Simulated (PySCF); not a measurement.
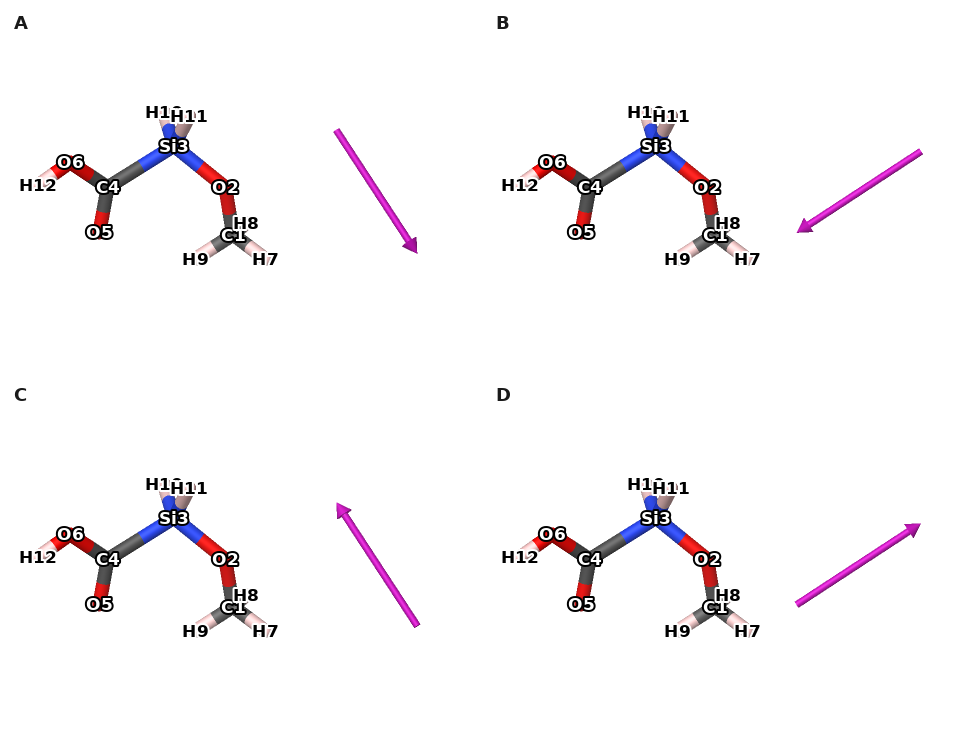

The same molecule four times, each with an arrow. The geometry was computed by an optimisation with GFN2-xTB. No frequency run is at hand to confirm it as a minimum. Properties computed with PBE0/def2-SVPD, gas phase (PySCF 2.14.0).

> Which arrow points along the dipole moment, from the negative to the positive end?

C. The dipole moment is 0.62 D; it points from the side of H7 to the side of O6, H10, H12 (the outermost atoms at the two ends).

The geometry is semi-empirical. Around Si such bond lengths and angles can be off by a tenth of an ångström or more and by several degrees, and values that hang on the shape move with them.
